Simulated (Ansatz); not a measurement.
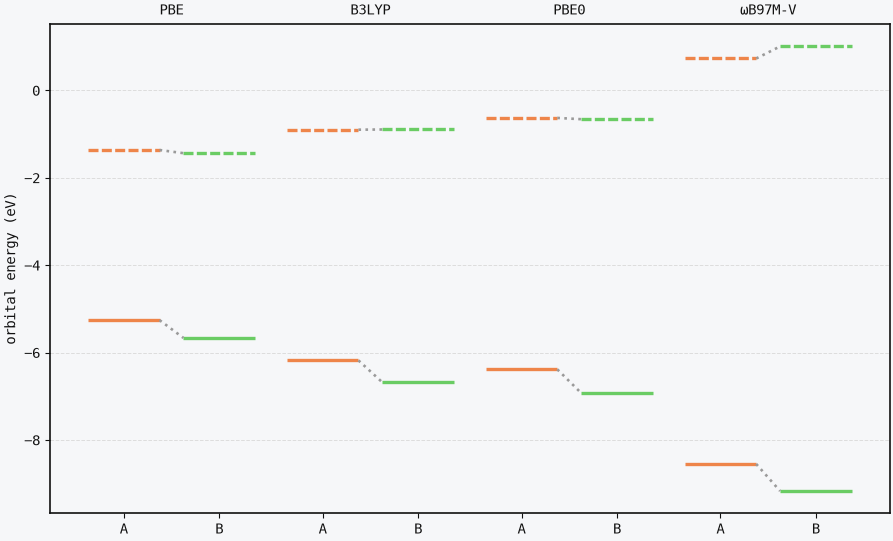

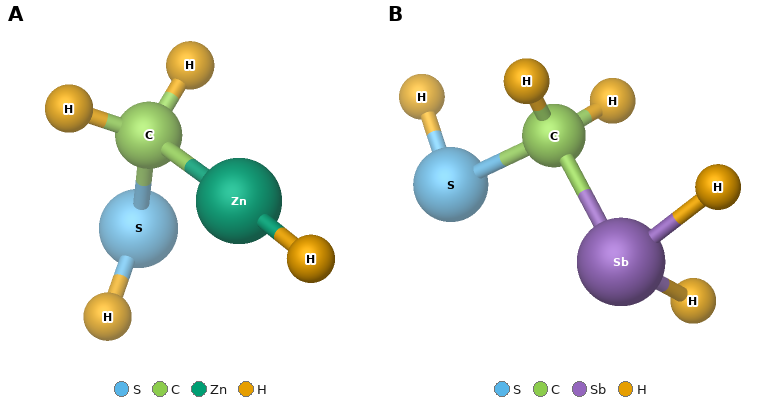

One change: A, CH₄SZn (SMILES S[CH2][ZnH]), becomes B, CH₅SSb (SMILES S[CH2][SbH2]). ZnH on C is replaced by SbH₂. HOMO (solid) and LUMO (dashed) computed in def2-TZVPP at PBE0-D4/def2-TZVP geometries, both minima by their frequencies, gas phase, the Ansatz code. Empty levels above zero depend strongly on the basis.

### What does the change do to HOMO and LUMO?

PBE: the HOMO falls by 0.41 eV, the LUMO falls by 0.07 eV, and the separation goes from 3.89 to 4.23 eV. B3LYP: the HOMO falls by 0.50 eV, the LUMO hardly moves, and the separation goes from 5.28 to 5.79 eV. PBE0: the HOMO falls by 0.54 eV, the LUMO falls by 0.03 eV, and the separation goes from 5.75 to 6.27 eV. ωB97M-V: the HOMO falls by 0.62 eV, the LUMO rises by 0.28 eV, and the separation goes from 9.28 to 10.17 eV.

### Do the functionals agree on the effect?

Not on every direction; the HOMO shift lies between −0.62 and −0.41 eV and the LUMO shift between −0.07 and 0.28 eV, while the separations themselves differ by up to 5.9 eV between functionals.

Caveats: core potentials past krypton; spin-orbit coupling is left out, and with Sb it can shift these values.
